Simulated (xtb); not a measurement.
**Run report: SiPH5, energy and gradient calculation**

The run: energy and gradient calculation of SiPH5, SMILES [SiH3]P. Method and program: GFN-FF (xtb 6.7.1).

The geometry comes from this level: GFN2-xTB.

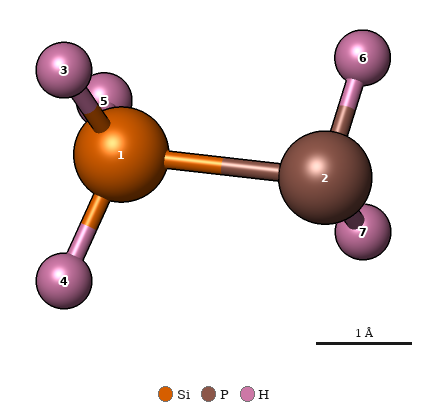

Fig. 1: The structure as given in the input (ball-and-stick view, seen at a tilt; atoms are numbered from 1 in the order of the input).

**Input file (coord)**
```
$coord
     -1.210993192444     -0.683230480358     -0.748180367262  si
      2.005585233327     -0.017234302257      1.904239221263  p
     -3.449695040504     -1.139391469582      0.805665835973  h
     -0.564876933173     -2.918360746043     -2.238626259015  h
     -1.682820011240      1.453029314486     -2.444663098383  h
      1.256063160516      2.381508451298      2.621276901991  h
      3.646717886258      0.923679232456      0.100268868173  h
$end
```

**File xcontrol**
```
$chrg 0
$spin 0
$end
```

Launch command:
```bash
xtb coord -I xcontrol --gff --grad --parallel 1 > out.txt
```

**What the program printed**
```
* xtb version 6.7.1
   ID    Z sym.   atoms
    1   14 si     1
    2   15 p      2
    3    1 h      3-7

           -------------------------------------------------
          |                Calculation Setup                |
           -------------------------------------------------

          program call               : xtb coord -I xcontrol --gff --grad --parallel 1
          coordinate file            : coord
          omp threads                :                     1

          ==================== Thresholds ====================
          CN  :   150.00000
          rep :   500.00000
          disp:  2500.00000
          HB1 :   250.00000
          HB2 :   450.00000

          Pauling EN used:
          Z : 1  EN :  2.20
          Z :14  EN :  1.90
          Z :15  EN :  2.19
          electric field strengths (au): 0.000

           -------------------------------------------------
          |           Force Field Initialization            |
           -------------------------------------------------

          distances ...
          ----------------------------------------
          generating topology and atomic info file ...
          pair mat ...
          computing topology distances matrix with Floyd-Warshall algo ...
          making topology EEQ charges ...
          #fragments for EEQ constrain: 1
          ----------------------------------------
          generating topology and atomic info file ...
          pair mat ...
          computing topology distances matrix with Floyd-Warshall algo ...
          making topology EEQ charges ...
          #fragments for EEQ constrain: 1
          rings ...
          # BATM   12
          # H in HB   5

  atom   neighbors  erfCN metchar sp-hybrid imet pi  qest     coordinates
    1  si      4    3.46   0.04         3    0    0   0.027   -1.210993   -0.683230   -0.748180
    2  p       3    2.78   0.00         3    0    0  -0.033    2.005585   -0.017234    1.904239
    3  h       1    0.96   0.01         0    0    0  -0.004   -3.449695   -1.139391    0.805666
    4  h       1    0.96   0.01         0    0    0  -0.004   -0.564877   -2.918361   -2.238626
    5  h       1    0.96   0.01         0    0    0  -0.004   -1.682820    1.453029   -2.444663
    6  h       1    0.98   0.00         0    0    0   0.009    1.256063    2.381508    2.621277
    7  h       1    0.98   0.00         0    0    0   0.009    3.646718    0.923679    0.100269

          #atoms :   7
          #bonds :   6
          #angl  :   9
          #tors  :   6
          #nmol  :   1
          #optfrag :   1
           -------------------------------------------------
          |                   G F N - F F                   |
          |          A general generic force-field          |
          |                  Version 1.0.3                  |
           -------------------------------------------------
          Number of HB bonds (bound hydrogen)     30
          Number of HB bonds (unbound hydrogen)   0
          Number of XB bonds                      0

 E+G (total)                   0 d,  0 h,  0 min,  0.000 sec
 distance/D3 list               ...        0 min,  0.000 sec (  1.571%)
 non bonded repulsion           ...        0 min,  0.000 sec ( 17.681%)
 dCN                            ...        0 min,  0.000 sec (  3.204%)
 EEQ energy and q               ...        0 min,  0.000 sec (  8.902%)
 D3                             ...        0 min,  0.000 sec ( 10.039%)
 EEQ gradient                   ...        0 min,  0.000 sec (  7.552%)
 bonds                          ...        0 min,  0.000 sec (  7.759%)
 bend and torsion               ...        0 min,  0.000 sec ( 11.128%)
 bonded ATM                     ...        0 min,  0.000 sec (  4.616%)
 HB/XB (incl list setup)        ...        0 min,  0.000 sec ( 12.762%)

         :::::::::::::::::::::::::::::::::::::::::::::::::::::
         ::                     SUMMARY                     ::
         :::::::::::::::::::::::::::::::::::::::::::::::::::::
         :: total energy              -0.580012168140 Eh    ::
         :: gradient norm              0.017568274320 Eh/a0 ::
         ::.................................................::
         :: bond energy               -0.615409267726 Eh    ::
         :: angle energy               0.017869958692 Eh    ::
         :: torsion energy             0.000022973264 Eh    ::
         :: repulsion energy           0.020394991000 Eh    ::
         :: electrostat energy        -0.000231271457 Eh    ::
         :: dispersion energy         -0.002656900864 Eh    ::
         :: HB energy                  0.000000000000 Eh    ::
         :: XB energy                  0.000000000000 Eh    ::
         :: bonded atm energy         -0.000002651049 Eh    ::
         :: external energy            0.000000000000 Eh    ::
         :: add. restraining           0.000000000000 Eh    ::
         :: total charge              -0.000000000000 e     ::
         :::::::::::::::::::::::::::::::::::::::::::::::::::::

           -------------------------------------------------
          |                Property Printout                |
           -------------------------------------------------

molecular dipole:
                 x           y           z       tot (Debye)
 q only:       -0.036       0.026      -0.049       0.169

           -------------------------------------------------
          | TOTAL ENERGY               -0.580012168140 Eh   |
          | GRADIENT NORM               0.017568274320 Eh/α |
           -------------------------------------------------
########################################################################
[WARNING] Runtime exception occurred
-1- gfnff_setup: Could not read topology file.
########################################################################

------------------------------------------------------------------------
------------------------------------------------------------------------
 total:
 *  cpu-time:     0 d,  0 h,  0 min,  0.003 sec
 * ratio c/w:     0.999 speedup
 SCF:
 *  cpu-time:     0 d,  0 h,  0 min,  0.000 sec
 * ratio c/w:     0.999 speedup
```

**Standard error**
```
normal termination of xtb
```

**Summary**

- outcome: converged
- total energy: −0.580012 hartree
- dispersion energy: −0.002657 hartree
- largest force: 0.538 eV/Å
- dipole moment: 0.17 D
- hardware: 1 thread of AMD EPYC (Zen 3), 192 GiB of memory available, shared host
- peak memory: 0.069 GiB
